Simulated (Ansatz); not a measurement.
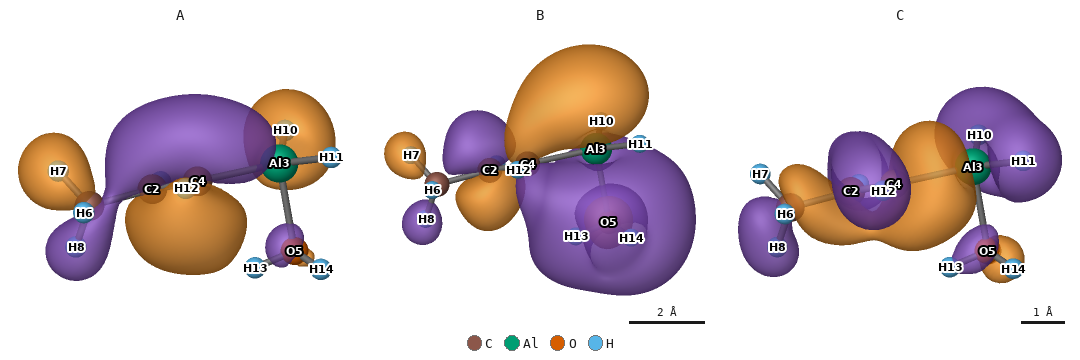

Figure. C3H9AlO. Three frontier orbitals at ±0.06 Å⁻³ᐟ² (orange and purple are the two phases), in no order.

All numbers below come from Ansatz, RKS PBE0-D4/6-31G*.

```xyz
14

C    -2.1984    0.3322    1.3238
C    -0.7666    0.3696    0.8849
Al    1.7721   -0.3730   -0.3325
C    -0.0918   -0.6197    0.2696
O     1.1772    0.6849   -1.9904
H    -2.6728   -0.6184    1.0588
H    -2.2780    0.4646    2.4110
H    -2.7793    1.1472    0.8710
H    -0.2412    1.3000    1.1267
H     2.6416    0.7039    0.4697
H     2.4908   -1.5817   -1.1151
H    -0.6731   -1.5305    0.0800
H     0.2220    0.7614   -1.8134
H     1.2701    0.1402   -2.7865
```

Question: Which picture is the HOMO−1, the HOMO and the LUMO?

Answer: C is the HOMO−1 (−7.34 eV). It lies mainly on C4 (about 40 %), Al3 (about 20 %), C2 (about 10 %), H10 (about 10 %) and H12 (about 5 %). A is the HOMO (−7.03 eV). By Hirshfeld shares it lies mainly on C4 (about 40 %), C2 (about 30 %) and Al3 (about 10 %); π-bonding across C4–C2. B is the LUMO (−0.22 eV). By Hirshfeld shares it lies mainly on Al3 (about 30 %), C2 (about 15 %), H14 (about 10 %), O5 (about 10 %), C4 (about 10 %) and H13 (about 5 %).

Question: What is the HOMO–LUMO gap?

Answer: 6.81 eV between the orbital energies.
